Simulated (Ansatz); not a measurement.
**Ca (fcc, Cu type): energy over volume and axial ratio**

Ca (fcc, Cu type)

Space group Fm-3m (No. 225); a = b = c = 5.5686 Å, α = β = γ = 90.00°

```json
[
 {"atom": "Ca", "site": "4a", "symmetry": "m-3m", "x": "0.0000", "y": "0.0000", "z": "0.0000"}
]
```
(The calculation used a cell of 1 atom; values per cell refer to that cell.)

The relaxed cell is deformed in two ways at once: its volume V is scaled, and at that volume it is stretched along z (the c axis of the conventional cell) so that c/a changes. Fractional atomic positions are held.

These are r2SCAN (plane waves to 500 eV, PAW, scalar-relativistic; Ansatz, a quantum-chemistry and plane-wave program) values and carry that method's errors. k mesh 14×14×14 (Γ-centred), Fermi-Dirac smearing 0.05 eV. Energies are smeared free energies. With partly filled bands, the response to shear is sensitive to the k mesh, so small differences along c/a are uncertain. Ca was relaxed with its symmetry unable to fall. The PAW data are Ansatz's earlier set. The zero of ΔE is the relaxed starting cell.

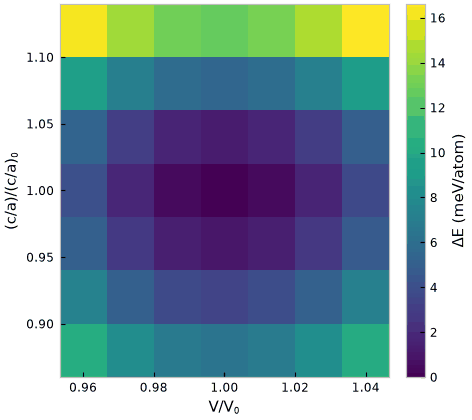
Fig. 1. ΔE (meV/atom) over the 7×7 grid of computed points.

Highest place on the grid: V/V₀ = 1.040, (c/a)/(c/a)₀ = 1.120 (17 meV/atom). Lowest place on the grid: V/V₀ = 1.000, (c/a)/(c/a)₀ = 1.000 (0 meV/atom).

(A scan under strain: stresses follow from slopes of the energy per volume, elastic moduli from its curvatures.)
